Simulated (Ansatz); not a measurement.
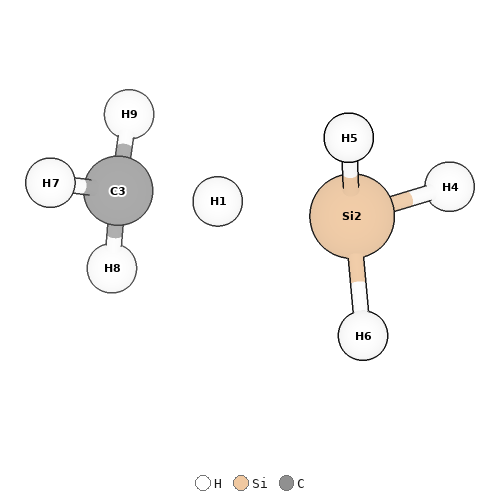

The system is the reacting system CH₇Si (fragments H₄Si + CH₃ where the first distance is long, CH₄ + H₃Si where the second is long), spin multiplicity 2; the picture shows the reference structure. First axis: distance H1–C3 (bond that forms). Second axis: distance H1–Si2 (bond that breaks). Relaxed at each point: all other coordinates. The grid has 12 × 12 points. Points are written as (first, second). All energies are given in eV relative to the lowest grid point. Energies and slopes of some neighbouring points disagree (a jump in structure or state, or too coarse a mesh). Level of theory: UKS B3LYP-D4/def2-SVP in Ansatz 0.2.0.

Its coordinates:

```xyz
9

H    -0.2450   -0.0459   -0.1252
Si    1.4037    0.2320    0.7240
C    -1.4685   -0.2445   -0.7572
H     1.3740    1.5594    1.4093
H     1.6295   -0.8541    1.7251
H     2.4885    0.2126   -0.3034
H    -1.5411   -1.3262   -0.9249
H    -1.4158    0.3325   -1.6887
H    -2.2254    0.1342   -0.0592
```

Range: distance H1–C3 (bond that forms) from 0.963 to 2.463 Å; distance H1–Si2 (bond that breaks) from 1.278 to 2.478 Å.

What will the energy surface look like?

Answer. The lowest grid point is at (1.141 Å, 2.478 Å). It lies in a valley that leaves the map towards separated partners. The energy also falls towards the edge at (2.463 Å, 1.515 Å) (0.65 eV above the lowest), where a further well may lie outside the range. The highest grid point, (0.963 Å, 1.278 Å), lies 3.77 eV above the lowest.

| second ↓, first → | 0.963 | 1.038 | 1.141 | 1.259 | 1.387 | 1.523 | 1.666 | 1.816 | 1.970 | 2.130 | 2.295 | 2.463 |
| --- | --- | --- | --- | --- | --- | --- | --- | --- | --- | --- | --- | --- |
| 2.478 | 0.44 | 0.08 | 0.00 | 0.24 | 0.68 | 1.20 | 1.73 | 2.21 | 2.58 | 2.85 | 3.02 | 3.13 |
| 2.343 | 0.50 | 0.13 | 0.04 | 0.26 | 0.67 | 1.15 | 1.63 | 2.05 | 2.36 | 2.57 | 2.70 | 2.78 |
| 2.212 | 0.60 | 0.21 | 0.10 | 0.28 | 0.65 | 1.08 | 1.51 | 1.86 | 2.10 | 2.26 | 2.35 | 2.41 |
| 2.084 | 0.60 | 0.23 | 0.18 | 0.32 | 0.64 | 1.01 | 1.36 | 1.63 | 1.81 | 1.92 | 1.98 | 2.01 |
| 1.960 | 0.74 | 0.48 | 0.29 | 0.38 | 0.64 | 0.92 | 1.19 | 1.38 | 1.50 | 1.57 | 1.61 | 1.63 |
| 1.841 | 0.94 | 0.53 | 0.45 | 0.47 | 0.65 | 0.86 | 1.03 | 1.15 | 1.22 | 1.25 | 1.27 | 1.28 |
| 1.726 | 1.21 | 0.78 | 0.67 | 0.62 | 0.70 | 0.82 | 0.92 | 0.97 | 0.99 | 0.99 | 0.99 | 0.98 |
| 1.617 | 1.55 | 1.09 | 0.85 | 0.83 | 0.81 | 0.83 | 0.85 | 0.84 | 0.81 | 0.79 | 0.77 | 0.76 |
| 1.515 | 1.98 | 1.50 | 1.21 | 1.14 | 1.02 | 0.94 | 0.88 | 0.81 | 0.75 | 0.71 | 0.67 | 0.65 |
| 1.420 | 2.54 | 2.03 | 1.69 | 1.52 | 1.35 | 1.18 | 1.05 | 0.93 | 0.84 | 0.78 | 0.73 | 0.70 |
| 1.338 | 3.17 | 2.65 | 2.27 | 2.04 | 1.80 | 1.56 | 1.36 | 1.21 | 1.09 | 1.01 | 0.95 | 0.92 |
| 1.278 | 3.77 | 3.23 | 2.82 | 2.55 | 2.28 | 1.97 | 1.74 | 1.55 | 1.41 | 1.32 | 1.26 | 1.22 |

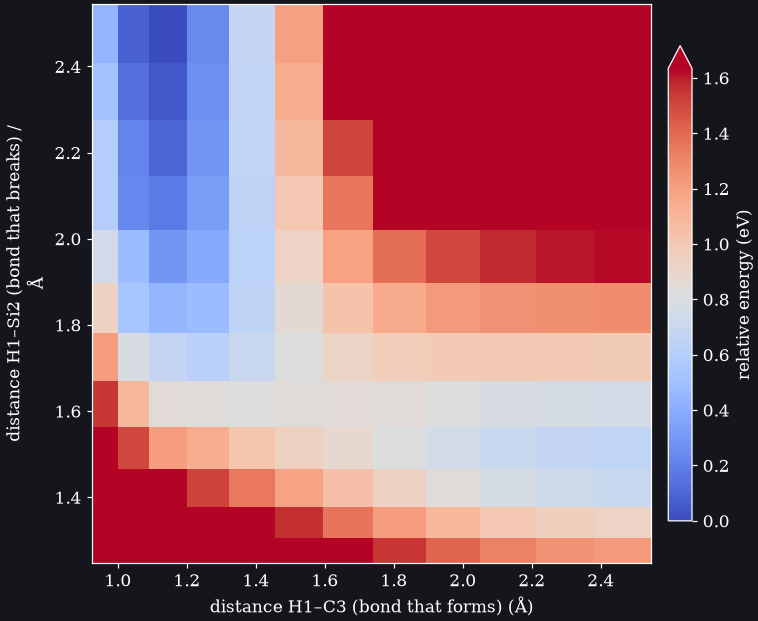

In the figure: one coloured cell a grid point, one colour for all values above the top of the scale.

Time for the 144 points that were run: 34 min on 1 thread of Arm Neoverse V1, with other jobs on the host.
